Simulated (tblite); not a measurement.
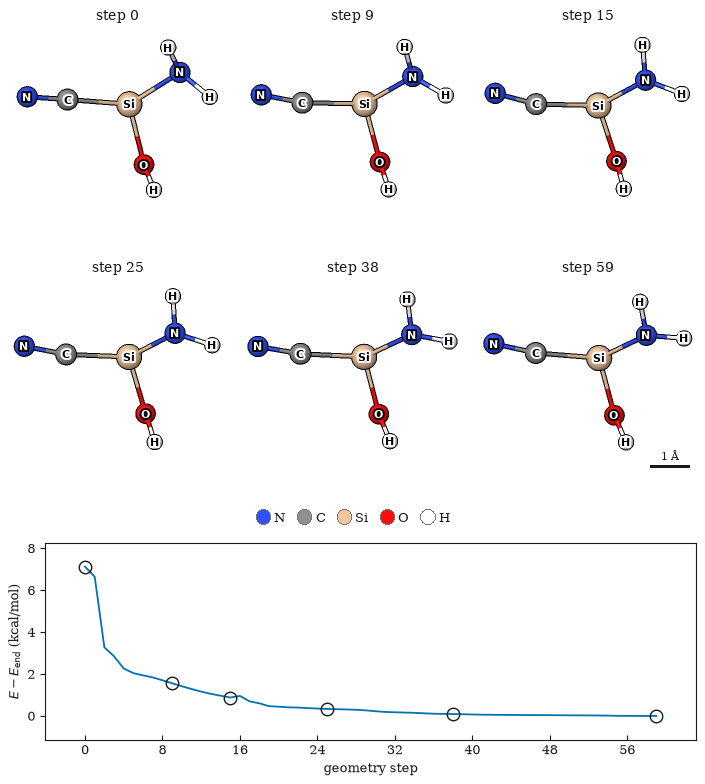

Frames of a relaxation of CH₃N₂OSi (multiplicity 2), marked on the history of the run. A ball-and-stick model, seen at a tilt.

These are results of GFN2-xTB geometry optimisation, gas phase in tblite 0.8.0, not measurements. 

Describe the path.

Answer. The atom that moves furthest after the best rigid fit is an H atom (0.42 Å). By element the largest moves are H 0.42 Å, N 0.39 Å, C 0.09 Å, O 0.07 Å, Si 0.06 Å. Some distances before and after: O–Si 1.692 → 1.617 Å, C–Si 1.796 → 1.845 Å, N–Si 1.763 → 1.727 Å, H–N 1.038 → 1.008 Å. Among the angles between lasting bonds that change: N–C–Si 179.5° → 166.7°, Si–O–H 116.1° → 121.9°, C–Si–N 113.4° → 107.9°. Over 59 geometry steps the energy falls by 7.13 kcal/mol. The run took 0.22 s on 1 thread of Arm Neoverse V1 (shared host). From step 0 to 9: an N atom moves most (0.13 Å), energy −5.57 kcal/mol. From step 9 to 15: an N atom moves most (0.17 Å), energy −0.68 kcal/mol. From step 15 to 25: an N atom moves most (0.08 Å), energy −0.55 kcal/mol. From step 25 to 38: an H atom moves most (0.17 Å), energy −0.24 kcal/mol. From step 38 to 59: an H atom moves most (0.11 Å), energy −0.09 kcal/mol.
